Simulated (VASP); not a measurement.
Band structure of WSi (relaxed from the zinc blende structure, space group F-43m). All values below come from PBE GGA, VASP's PBE PAW potentials (set 64) (plane waves; VASP).

Unless said otherwise, spin-orbit coupling is left out, though it shifts the bands of the heavy elements here.

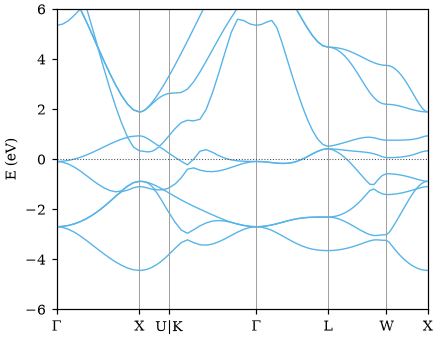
Bands along high-symmetry lines, zero at the valence-band maximum or, without a gap, the Fermi level

**Question.** Read the plot: is there a gap, and where are the band edges?

**Answer.** It has no gap at this level: it comes out as a metal or semimetal. (Edges off the drawn lines would not show.)

The structure was generated: WSi was put into the zinc blende type (F-43m), which need not be its known phase. It was relaxed first, which changed the volume by -31 %.
